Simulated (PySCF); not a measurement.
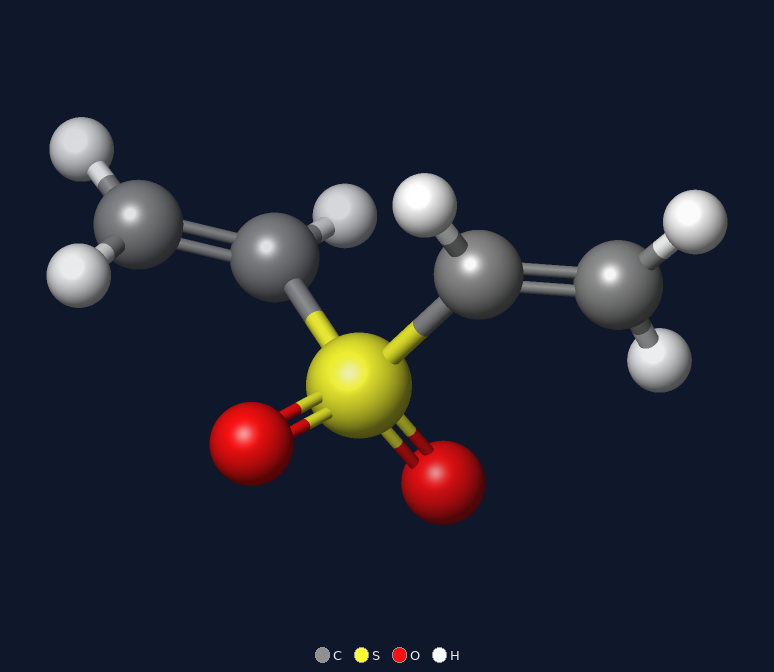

Ball-and-stick drawing of a structure.

The geometry was computed by an optimisation with GFN2-xTB. No frequency run is at hand to confirm it as a minimum.

**What is the molecular formula?**

C4H6O2S, 13 atoms: 4 carbon, 6 hydrogen, 2 oxygen and 1 sulfur.

**What is the point group of this geometry?**

C2.

**Count the bonded pairs by element.**

6 C–H, 2 C–C, 2 C–S, 2 O–S.

**How many sets of symmetry-equivalent atoms are there?**

7: 2 C, 2 C, 1 S, 2 O, 2 H, 2 H, 2 H.

**Name some functional groups or characteristic bonds that it holds.**

Among them: alkene, sulfone.

The parts below concern this one geometry. Atoms keep their numbers from picture to picture.

## Geometry

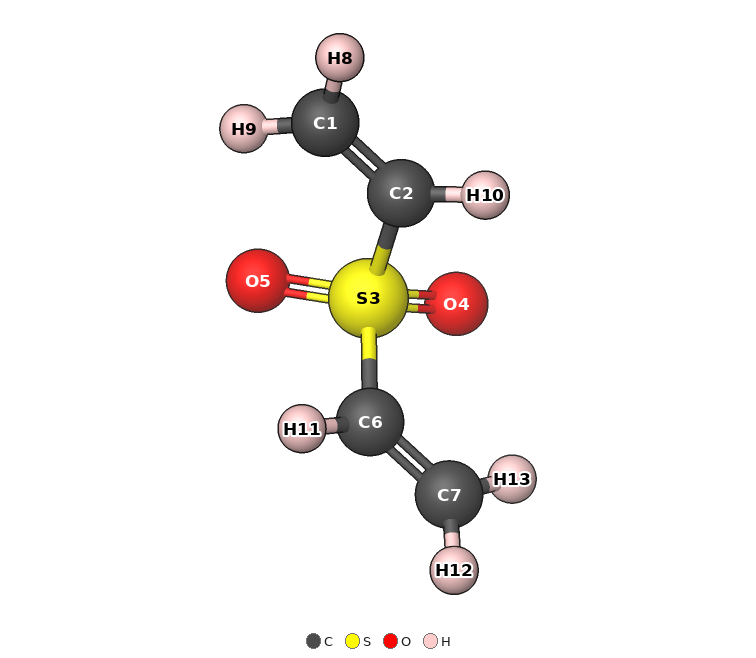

Numbered structure. No frequency run is at hand to confirm it as a minimum.

List the bonds and their lengths.

```
  bond  length (Å)   order
 C1–C2       1.314  double
 C1–H8       1.078  single
 C1–H9       1.078  single
 C2–S3       1.800  single
C2–H10       1.076  single
 S3–O4       1.438  double
 S3–O5       1.438  double
 S3–C6       1.800  single
 C6–C7       1.314  double
C6–H11       1.075  single
C7–H12       1.078  single
C7–H13       1.078  single
```

## Electronic properties

No frequency run is at hand to confirm it as a minimum. Level of theory: PBE0/pcSseg-1, gas phase (PySCF 2.14.0).

Computed properties:

- dipole moment: 4.63 D
- HOMO energy (Kohn–Sham orbital): −8.34 eV
- LUMO energy (Kohn–Sham orbital): −1.59 eV
- HOMO–LUMO gap: 6.75 eV

## Quadrupole coupling

No frequency run is at hand to confirm it as a minimum. Electric field gradients from the ground-state density, PBE0/pcSseg-1 (PySCF 2.14.0), non-relativistic apart from any core potentials.

Give the largest field-gradient component, the quadrupole coupling constant and the asymmetry for 33S at S3 (Q = −67.81 mb), 17O at O4 (Q = −25.6 mb), 2H at H8 (Q = 2.86 mb), 2H at H9 (Q = 2.86 mb).

```csv
atom,V_zz (a.u.),e²qQ/h (MHz),η
S3,−0.190,3.03,0.13
O4,1.348,−8.11,0.10
H8,0.331,0.223,0.02
H9,0.322,0.216,0.03
```

## NMR shielding

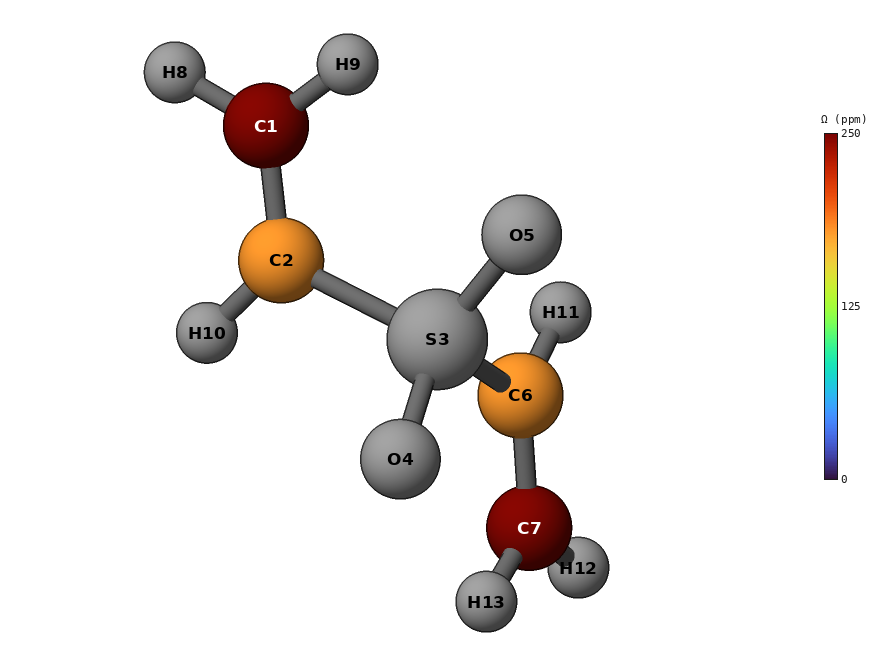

The C atoms are coloured by the span of their shielding tensor. No frequency run is at hand to confirm it as a minimum. Properties computed with GIAO PBE0/pcSseg-1 NMR shielding, non-relativistic, gas phase (PySCF 2.14.0). Principal shieldings σ11 ≤ σ22 ≤ σ33, span Ω = σ33 − σ11, skew κ = 3(σiso − σ22)/Ω.

**Which C atom has the most anisotropic shielding?**

C1, C7, with a span of 246 ppm.

Give the shielding tensors of the C atoms.

```
  atom    σ11   σ22    σ33  σiso      Ω      κ
C1, C7  −69.2  46.0  177.2  51.3  246.4   0.06
C2, C6  −65.1  61.1  114.5  36.8  179.5  −0.41
```

Shieldings and span in ppm.
